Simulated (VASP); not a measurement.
# Janus MoSSe monolayer and its bilayer, part 2 of 6

What are the lattice, gap and band positions of Janus MoSSe monolayer, and what does a second sheet change?

VASP 6.6.1, plane waves and PAW; the level of theory is named at each step.

So far, gap on the k-mesh (eV): step 2 (relaxing the monolayer) 1.64.

## 3. A second relaxation

Level of this step: optB86b-vdW, no spin polarisation; plane waves and PAW (Mo, S, Se) (VASP).

The plane waves were chosen for the start cell, so the relaxation is repeated from its end.

File INCAR:

```
SYSTEM = MoSeS
PREC = Normal
ENCUT = 350
EDIFF = 1E-06
NELM = 120
ISMEAR = 0
SIGMA = 0.03
LREAL = .FALSE.
ALGO = Normal
GGA = MK
AGGAC = 0
LUSE_VDW = .TRUE.
PARAM1 = 0.1234
PARAM2 = 1
LASPH = .TRUE.
NBANDS = 15
LORBIT = 11
LWAVE = .FALSE.
LCHARG = .FALSE.
KPAR = 4
IBRION = 2
NSW = 30
ISIF = 3
EDIFFG = -0.015
POTIM = 0.4
IDIPOL = 3
LDIPOL = .TRUE.
DIPOL = 0.5 0.5 0.5
LATTICE_CONSTRAINTS = .TRUE. .TRUE. .FALSE.
```

File POSCAR:

```
MoSeS
1.0
    3.2265505189      0.0000000000      0.0000000000
   -1.6132752595      2.7942747160      0.0000000000
    0.0000000000      0.0000000000     22.0000000000
Mo S Se
1 1 1
Direct
    0.3333333333      0.6666666667      0.4973744745
    0.6666666667      0.3333333333      0.4274553230
    0.6666666667      0.3333333333      0.5751702025
```

File KPOINTS:

```
Automatic mesh
0
Gamma
12 12 1
0 0 0
```

Potentials, in the order of the species: Mo, S and Se (PBE family, release 64).

Launch:

```sh
$ mpirun -np 4 vasp_std
```

The program printed:

```text
[banner, memory and clock lines left out]
running    4 mpi-ranks, on    1 nodes
 distrk:  each k-point on    1 cores,    4 groups
 distr:  one band on    1 cores,    1 groups

 POSCAR found type information on POSCAR MoS Se
 POSCAR found :  3 types and       3 ions
 [... a notice as in an earlier step ...]

 [... a notice as in an earlier step ...]

 LDA part: xc-table for (Slater+PW92), standard interpolation
 POSCAR, INCAR and KPOINTS ok, starting setup
 FFT: planning ... GRIDC
 FFT: planning ... GRID_SOFT
 FFT: planning ... GRID
 WAVECAR not read
 entering main loop
       N       E                     dE             d eps       ncg     rms          rms(c)
DAV:   1     0.112684444393E+03    0.11268E+03   -0.51901E+03   578   0.656E+02
DAV:   2    -0.606421718968E+01   -0.11875E+03   -0.11143E+03   925   0.150E+02
DAV:   3    -0.166421778088E+02   -0.10578E+02   -0.10448E+02   794   0.562E+01
DAV:   4    -0.168157731377E+02   -0.17360E+00   -0.17338E+00   676   0.877E+00
DAV:   5    -0.168198302003E+02   -0.40571E-02   -0.40566E-02   787   0.126E+00    0.215E+01
DAV:   6    -0.158818574311E+02    0.93797E+00   -0.41485E+00   668   0.158E+01    0.705E+00
DAV:   7    -0.157608132443E+02    0.12104E+00   -0.27740E+00   710   0.141E+01    0.664E+00
DAV:   8    -0.154974158678E+02    0.26340E+00   -0.40743E-01   675   0.580E+00    0.133E+00
DAV:   9    -0.154969651576E+02    0.45071E-03   -0.68356E-02   724   0.195E+00    0.626E-01
DAV:  10    -0.154935051662E+02    0.34600E-02   -0.89118E-03   738   0.835E-01    0.202E-01
DAV:  11    -0.154927246464E+02    0.78052E-03   -0.27204E-03   745   0.343E-01    0.941E-02
DAV:  12    -0.154923936596E+02    0.33099E-03   -0.34428E-04   738   0.150E-01    0.514E-02
DAV:  13    -0.154916264920E+02    0.76717E-03   -0.29992E-04   719   0.891E-02    0.352E-02
DAV:  14    -0.154913343097E+02    0.29218E-03   -0.64190E-05   696   0.514E-02    0.168E-02
DAV:  15    -0.154911601063E+02    0.17420E-03   -0.55692E-05   661   0.423E-02    0.118E-02
DAV:  16    -0.154910105204E+02    0.14959E-03   -0.38737E-05   633   0.417E-02    0.103E-02
DAV:  17    -0.154910209615E+02   -0.10441E-04   -0.10857E-05   584   0.212E-02    0.584E-03
DAV:  18    -0.154910672905E+02   -0.46329E-04   -0.18672E-05   633   0.219E-02    0.202E-03
DAV:  19    -0.154910807901E+02   -0.13500E-04   -0.15971E-06   679   0.656E-03    0.247E-03
DAV:  20    -0.154911012249E+02   -0.20435E-04   -0.15879E-06   588   0.784E-03    0.138E-03
DAV:  21    -0.154911065252E+02   -0.53003E-05   -0.39049E-07   541   0.406E-03    0.846E-04
DAV:  22    -0.154911082929E+02   -0.17677E-05   -0.75685E-08   544   0.199E-03    0.373E-04
DAV:  23    -0.154911089443E+02   -0.65140E-06   -0.78806E-08   572   0.190E-03
   1 F= -.15491109E+02 E0= -.15491109E+02  d E =-.154911E+02
 curvature:   0.00 expect dE= 0.000E+00 dE for cont linesearch  0.000E+00
 trial: gam= 0.00000 g(F)=  0.468E-07 g(S)=  0.456E-06 ort = 0.000E+00 (trialstep = 0.100E+01)
 search vector abs. value=  0.503E-06
 reached required accuracy - stopping structural energy minimisation
```

Wall time 40 s (4 MPI ranks of AMD EPYC 9R45, shared host); peak memory 1.4 GiB; 2.6 min of CPU time.

OUTCAR, selected parts (step 3):

```text
  LATTYP: Found a hexagonal cell.
 ALAT       =     3.2265505189
 C/A-ratio  =     6.8184272557

The static configuration has the point symmetry C_3v.

 Found     19 irreducible k-points:

   ENCUT  =  350.0 eV  25.72 Ry    5.07 a.u.   4.92  4.92 33.56*2*pi/ulx,y,z

   NELECT =      18.0000    total number of electrons

 dipolmoment           0.000000      0.000000     -0.036863 electrons x Angstroem

 E-fermi :  -2.6471

 k-point     1 :       0.0000    0.0000    0.0000
  band No.  band energies     occupation
    ...
      5      -5.1566      2.00000
      6      -4.7227      2.00000
      7      -3.8973      2.00000
      8      -3.8973      2.00000
      9      -2.8680      2.00000
     10       0.1135      0.00000
     11       0.1135      0.00000
     12       0.4245      0.00000
     13       0.4245      0.00000
     14       1.5391      0.00000
    ...

 k-point     2 :       0.0833    0.0000    0.0000
  band No.  band energies     occupation
    ...
      5      -5.0754      2.00000
      6      -4.9120      2.00000
      7      -4.0344      2.00000
      8      -3.8320      2.00000
      9      -2.8916      2.00000
     10      -0.0764      0.00000
     11       0.0134      0.00000
     12       0.1756      0.00000
     13       0.3808      0.00000
     14       1.7131      0.00000
    ...

Total vdW correction in eV:      3.1902011

  Total       -0.0042116     -0.0042116     -0.0607365      0.0000000      0.0000000      0.0000000
  in kB       -0.0340194     -0.0340194     -0.4906033      0.0000000      0.0000000      0.0000000
  external PRESSURE =      -0.1862140 kB  Pullay stress =       0.0000000 kB

  energy-cutoff  :      350.00
  volume of cell :      198.35
      direct lattice vectors                 reciprocal lattice vectors
     3.226550519  0.000000000  0.000000000     0.309928512  0.178937310  0.000000000
    -1.613275259  2.794274716  0.000000000     0.000000000  0.357874619  0.000000000
     0.000000000  0.000000000 22.000000000     0.000000000  0.000000000  0.045454545

 POSITION                                       TOTAL-FORCE (eV/Angst)
 -----------------------------------------------------------------------------------
     -0.00000      1.86285     10.94224         0.000000      0.000000      0.000879
      1.61328      0.93142      9.40402         0.000000      0.000000     -0.000604
      1.61328      0.93142     12.65374        -0.000000      0.000000     -0.000275
 -----------------------------------------------------------------------------------
    total drift:                               -0.000001      0.000004     -0.001027

  FREE ENERGIE OF THE ION-ELECTRON SYSTEM (eV)
  ---------------------------------------------------
  free  energy   TOTEN  =       -15.4911089443 eV

  energy  without entropy=      -15.4911089443  energy(sigma->0) =      -15.49110894

Total vdW correction in eV:      3.1902013

 vacuum level on the upper side and lower side of the slab         1.920         2.661

 total charge
# of ion       s       p       d       tot
------------------------------------------
    1        0.398   0.558   4.395   5.350
    2        1.364   2.326   0.000   3.690
    3        1.484   2.329   0.062   3.876
--------------------------------------------------
tot          3.246   5.213   4.457  12.916

[... 4 parts as in an earlier step ...]

[... 7 further parts left out ...]
```

Little changed from the start: no atom moved by 0.005 Å and no cell edge by 0.1 %.

Numbers from this step:

```
electronic cycles : 23
Fermi energy      : -2.647 eV
dipole moment     : 0, 0, -0.03686 e·Å
```

The start already met the threshold, so nothing moved.

## 4. Vacuum level and density of states

A static run writes the electrostatic potential without exchange and correlation (LVHAR), which is flat in the vacuum and gives the level to count from. The dipole correction cancels the field that unlike faces would set up across the vacuum.

File INCAR:

```
SYSTEM = MoSeS
PREC = Normal
ENCUT = 350
EDIFF = 1E-06
NELM = 120
ISMEAR = 0
SIGMA = 0.03
LREAL = .FALSE.
ALGO = Fast
GGA = MK
AGGAC = 0
LUSE_VDW = .TRUE.
PARAM1 = 0.1234
PARAM2 = 1
LASPH = .TRUE.
NBANDS = 15
LORBIT = 11
LWAVE = .FALSE.
LCHARG = .TRUE.
IDIPOL = 3
LDIPOL = .TRUE.
DIPOL = 0.5 0.5 0.5
LVHAR = .TRUE.
LVACPOTAV = .TRUE.
NEDOS = 1500
LELF = .TRUE.
```

POSCAR is that of step 3.

KPOINTS is that of step 3.

File KPOINTS_OPT:

```
Line mode
14
Line-mode
Reciprocal
  0.00000000   0.00000000   0.00000000 GAMMA
  0.50000000   0.00000000   0.00000000 M

  0.50000000   0.00000000   0.00000000 M
  0.33333333   0.33333333   0.00000000 K

  0.33333333   0.33333333   0.00000000 K
  0.00000000   0.00000000   0.00000000 GAMMA
```

Launch:

```sh
$ mpirun -np 4 vasp_std
```

The program printed:

```text
[banner, memory and clock lines left out]
running    4 mpi-ranks, on    1 nodes
 distrk:  each k-point on    4 cores,    1 groups
 distr:  one band on    1 cores,    4 groups

 POSCAR found type information on POSCAR MoS Se
 POSCAR found :  3 types and       3 ions
 [... a notice as in an earlier step ...]

 [... a notice as in an earlier step ...]

 LDA part: xc-table for (Slater+PW92), standard interpolation
|                                                                             |
|           W    W    AA    RRRRR   N    N  II  N    N   GGGG   !!!           |
|           W    W   A  A   R    R  NN   N  II  NN   N  G    G  !!!           |
|           W    W  A    A  R    R  N N  N  II  N N  N  G       !!!           |
|           W WW W  AAAAAA  RRRRR   N  N N  II  N  N N  G  GGG   !            |
|           WW  WW  A    A  R   R   N   NN  II  N   NN  G    G                |
|           W    W  A    A  R    R  N    N  II  N    N   GGGG   !!!           |
|                                                                             |
|     The number of bands has been changed from the values supplied in        |
|     The orbitals not found in the WAVECAR file will be initialized with     |
|     random numbers, which is usually adequate. For correlated               |
|     calculations, however, you should redo the groundstate calculation.     |
|     I found NBANDS = 15. Now, NBANDS = 16.                                  |
|                                                                             |

 POSCAR, INCAR and KPOINTS ok, starting setup
 FFT: planning ... GRIDC
 FFT: planning ... GRID_SOFT
 FFT: planning ... GRID
 WAVECAR not read
 entering main loop
       N       E                     dE             d eps       ncg     rms          rms(c)
DAV:   1     0.112654871904E+03    0.11265E+03   -0.49806E+03   608   0.605E+02
DAV:   2    -0.588981562820E+01   -0.11854E+03   -0.10869E+03   976   0.145E+02
DAV:   3    -0.166368967426E+02   -0.10747E+02   -0.10615E+02   816   0.541E+01
DAV:   4    -0.168153917933E+02   -0.17850E+00   -0.17837E+00   728   0.847E+00
DAV:   5    -0.168198275827E+02   -0.44358E-02   -0.44355E-02   872   0.124E+00    0.215E+01
RMM:   6    -0.158595397665E+02    0.96029E+00   -0.35455E+00   695   0.945E+00    0.713E+00
RMM:   7    -0.156646553467E+02    0.19488E+00   -0.98866E-01   674   0.554E+00    0.641E+00
RMM:   8    -0.155040851126E+02    0.16057E+00   -0.54122E-01   699   0.408E+00    0.110E+00
RMM:   9    -0.154959345556E+02    0.81506E-02   -0.62155E-02   760   0.177E+00    0.342E-01
RMM:  10    -0.154933361050E+02    0.25985E-02   -0.10185E-02   733   0.603E-01    0.164E-01
RMM:  11    -0.154922702439E+02    0.10659E-02   -0.22391E-03   762   0.281E-01    0.878E-02
RMM:  12    -0.154919152972E+02    0.35495E-03   -0.56108E-04   799   0.131E-01    0.377E-02
RMM:  13    -0.154911390232E+02    0.77627E-03   -0.32641E-04   755   0.101E-01    0.410E-02
RMM:  14    -0.154911759303E+02   -0.36907E-04   -0.71230E-05   757   0.477E-02    0.181E-02
RMM:  15    -0.154910201741E+02    0.15576E-03   -0.10003E-04   756   0.537E-02    0.165E-02
RMM:  16    -0.154910174433E+02    0.27308E-05   -0.49205E-05   742   0.406E-02    0.156E-02
RMM:  17    -0.154910622098E+02   -0.44766E-04   -0.23309E-05   733   0.225E-02    0.567E-03
RMM:  18    -0.154910782853E+02   -0.16076E-04   -0.32572E-06   611   0.894E-03    0.267E-03
RMM:  19    -0.154910958540E+02   -0.17569E-04   -0.23149E-06   608   0.777E-03    0.116E-03
RMM:  20    -0.154911063693E+02   -0.10515E-04   -0.12115E-06   611   0.591E-03    0.167E-03
RMM:  21    -0.154911083068E+02   -0.19375E-05   -0.22238E-07   505   0.287E-03    0.957E-04
RMM:  22    -0.154911089379E+02   -0.63111E-06   -0.13609E-07   473   0.235E-03
|                                                                             |
|           W    W    AA    RRRRR   N    N  II  N    N   GGGG   !!!           |
|           W    W   A  A   R    R  NN   N  II  NN   N  G    G  !!!           |
|           W    W  A    A  R    R  N N  N  II  N N  N  G       !!!           |
|           W WW W  AAAAAA  RRRRR   N  N N  II  N  N N  G  GGG   !            |
|           WW  WW  A    A  R   R   N   NN  II  N   NN  G    G                |
|           W    W  A    A  R    R  N    N  II  N    N   GGGG   !!!           |
|                                                                             |
|     Did not find any points to average over, which means that no vacuum     |
|     field-free region was found. Please increase the size of  your cell     |
|     in the dimension of the dipole correction to obtain accurate            |
|     workfunction values.                                                    |
|                                                                             |

   1 F= -.15491109E+02 E0= -.15491109E+02  d E =-.359186E-11
 Start KPOINTS_OPT (optional k-point list driver)
k-point batch [1-19\42]
       N       E                     dE             ncg
DAV:   1    -0.340876068713E+03   -0.64572E+04      608
DAV:   2    -0.241602183982E+04   -0.20751E+04      944
DAV:   3    -0.261043360804E+04   -0.19441E+03      840
DAV:   4    -0.261379072277E+04   -0.33571E+01      744
DAV:   5    -0.261386812292E+04   -0.77400E-01      800
DAV:   6    -0.261387090986E+04   -0.27869E-02      792
DAV:   7    -0.261387105246E+04   -0.14261E-03      800
DAV:   8    -0.261387106008E+04   -0.76146E-05      728
DAV:   9    -0.261387106031E+04   -0.23241E-06      568
[...]
k-point batch [39-42\42]
       N       E                     dE             ncg
DAV:   1     0.689431209624E+04   -0.21478E+03      128
DAV:   2     0.652525705611E+04   -0.36906E+03      168
DAV:   3     0.648244217870E+04   -0.42815E+02      192
DAV:   4     0.648135180801E+04   -0.10904E+01      136
DAV:   5     0.648132403696E+04   -0.27771E-01      144
DAV:   6     0.648132263961E+04   -0.13974E-02      152
DAV:   7     0.648132259119E+04   -0.48419E-04      160
DAV:   8     0.648132258801E+04   -0.31806E-05      152
DAV:   9     0.648132258799E+04   -0.20243E-07       80
```

Elapsed: 21 s, on 4 MPI ranks; peak memory 0.9 GiB.

From OUTCAR (step 4):

```text
The static configuration has the point symmetry C_3v.

 Found     19 irreducible k-points:

   k-points           NKPTS =     19   k-points in BZ     NKDIM =     19   number of bands    NBANDS=     16

   NELECT =      18.0000    total number of electrons

 E-fermi :  -2.6440

 k-point     1 :       0.0000    0.0000    0.0000
  band No.  band energies     occupation
    ...
      5      -5.1566      2.00000
      6      -4.7227      2.00000
      7      -3.8973      2.00000
      8      -3.8973      2.00000
      9      -2.8680      2.00000
     10       0.1136      0.00000
     11       0.1136      0.00000
     12       0.4245      0.00000
     13       0.4245      0.00000
     14       1.5392      0.00000
    ...

 k-point     2 :       0.0833    0.0000    0.0000
  band No.  band energies     occupation
    ...
      5      -5.0753      2.00000
      6      -4.9120      2.00000
      7      -4.0344      2.00000
      8      -3.8320      2.00000
      9      -2.8916      2.00000
     10      -0.0764      0.00000
     11       0.0134      0.00000
     12       0.1756      0.00000
     13       0.3808      0.00000
     14       1.7132      0.00000
    ...

Total vdW correction in eV:      3.1902018

  Total       -0.0041932     -0.0041932     -0.0609068      0.0000000      0.0000000      0.0000000
  in kB       -0.0338708     -0.0338708     -0.4919789      0.0000000      0.0000000      0.0000000
  external PRESSURE =      -0.1865735 kB  Pullay stress =       0.0000000 kB

 POSITION                                       TOTAL-FORCE (eV/Angst)
 -----------------------------------------------------------------------------------
     -0.00000      1.86285     10.94224         0.000000      0.000000      0.000818
      1.61328      0.93142      9.40402        -0.000000      0.000000     -0.000316
      1.61328      0.93142     12.65374         0.000000      0.000000     -0.000502
 -----------------------------------------------------------------------------------
    total drift:                               -0.000000      0.000004     -0.000842

  FREE ENERGIE OF THE ION-ELECTRON SYSTEM (eV)
  ---------------------------------------------------
  free  energy   TOTEN  =       -15.4911089379 eV

  energy  without entropy=      -15.4911089379  energy(sigma->0) =      -15.49110894

Total vdW correction in eV:      3.1902041

 vacuum level on the upper side and lower side of the slab         2.661         3.401

[... 9 parts as in an earlier step ...]

[... 5 further parts left out ...]
```

This step gave:

```yaml
electronic_cycles: 22
fermi_energy: -2.644 eV
least_gap_on_mesh_and_path: 1.640 eV
least_direct_gap_on_mesh_and_path: 1.640 eV
vacuum_levels: 2.661, 3.401 eV
ionisation_potentials_of_the_upper_and_lower_face: 5.432, 6.172 eV
electron_affinities_of_the_upper_and_lower_face: 3.792, 4.532 eV
```

Electronic bands along the path, in eV, zero at the valence-band top; v1 is the highest filled band, c1 the lowest empty one:

```
point     v4     v3     v2     v1    c1    c2    c3    c4
    Γ  -1.95  -1.13  -1.13  -0.10  2.88  2.88  3.20  3.20
    M  -2.91  -1.90  -0.65  -0.63  2.11  2.51  3.74  4.18
    K  -3.42  -2.90  -2.12   0.00  1.64  2.78  3.31  4.67
    Γ  -1.95  -1.13  -1.13  -0.10  2.88  2.88  3.20  3.20
```

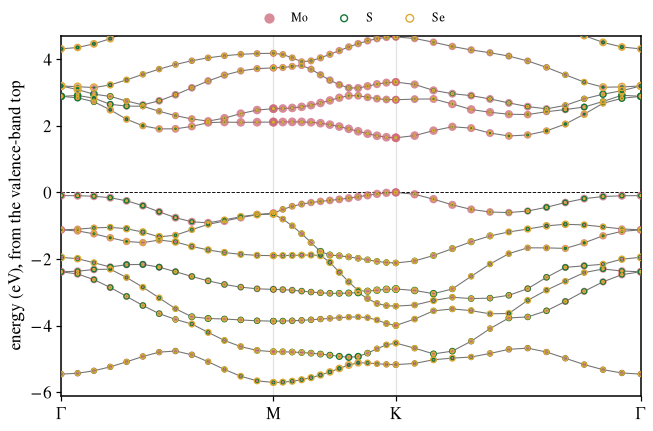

Electronic bands along the path; dots are coloured as in the legend, and their area grows with the weight.

Zero at the Fermi level. Planar average of the electrostatic potential against height:

```
height (Å)  planar average of the electrostatic potential (eV)
         0                                                5.68
         1                                                6.05
         2                                                6.05
         3                                                6.05
         4                                                6.04
         5                                                6.04
         6                                                6.04
         7                                                6.01
         8                                                5.40
         9                                               -7.25
        10                                               -6.51
        11                                               -7.84
        12                                               -6.34
        13                                               -8.97
        14                                                4.24
        15                                                5.24
        16                                                5.30
        17                                                5.31
        18                                                5.31
        19                                                5.31
        20                                                5.31
        21                                                5.31
```

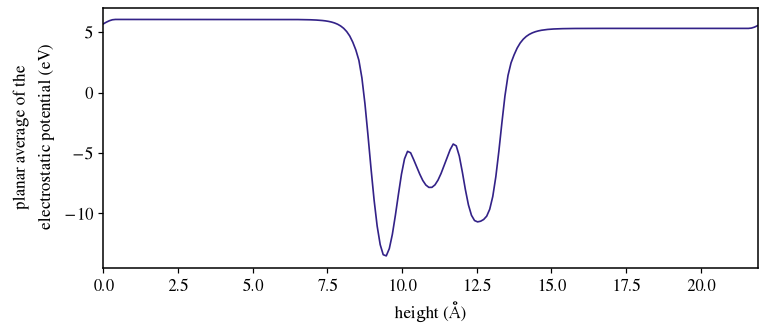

Planar average of the electrostatic potential, plotted against height.

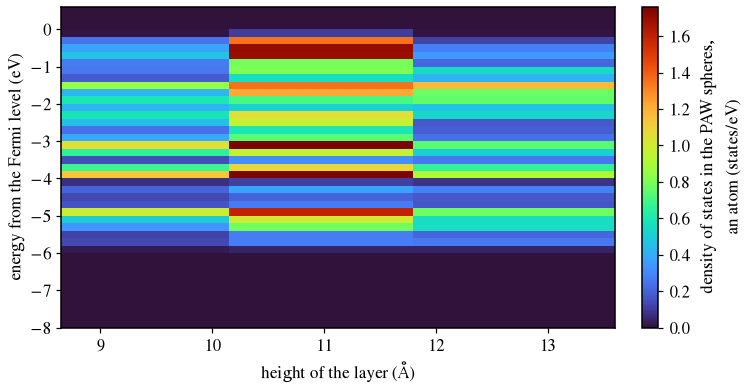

Density of states in the PAW spheres, an atom over height of the layer and energy from the Fermi level.

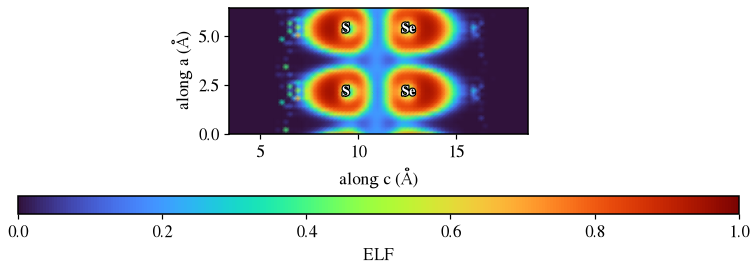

ELF in the ca plane at fractional y = 0.333, with atoms of S and Se within 0.2 Å of it. It is the smooth field of the valence electrons, not physical close to the nuclei. The far vacuum is left out of the map.

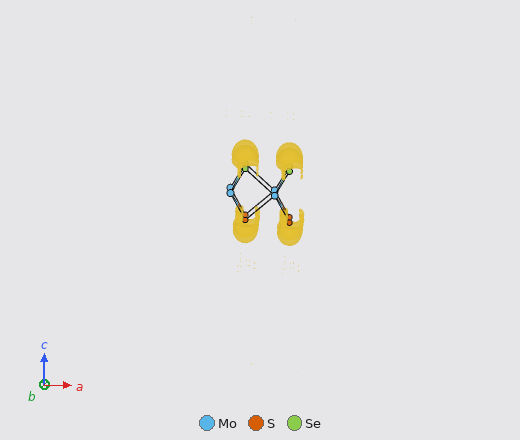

Surface of ELF = 0.85. 2×2×1 cells are drawn.

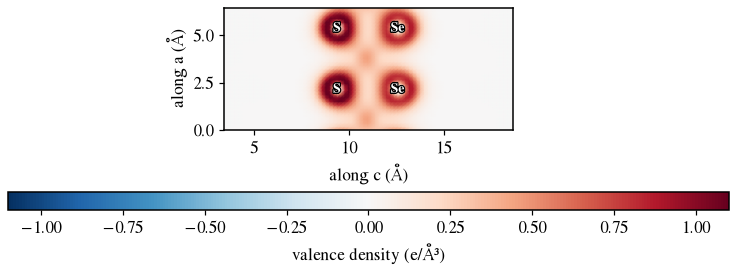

Valence density in the ca plane at fractional y = 0.333, with atoms of S and Se within 0.2 Å of it. It is the smooth field of the valence electrons, not physical close to the nuclei. The far vacuum is left out of the map.

The map of layer states is cut here 0.5 eV above the Fermi level, so it leaves out the states above that.

The vacuum level lies 5.43 eV above the highest filled level at the upper face; the two faces differ by 0.74 eV, the step that the slab's dipole of -0.037 e·Å makes.

VASP counts the dipole in electrons times Å, so a positive number points the physical dipole along −c.

The program found no field-free point at its default tolerance, but its printed level agrees with the flat part of the planar average.

(Part 2 of 6 ends here.)

[Lines on the potential files, build, host, timing and source positions are cut from VASP's logs without a mark.]

[Logs are printed without paths, hosts, clocks, repeated set-up lines and the standing remarks that a program may print on its own settings, such as how far it seeks lower states.]

[Hosts, paths, dates, database ids (printed as entryN), source tags and the programs' standing remarks are cut or masked in the printed files.]

[Runs that stopped without an error message from VASP are left out.]
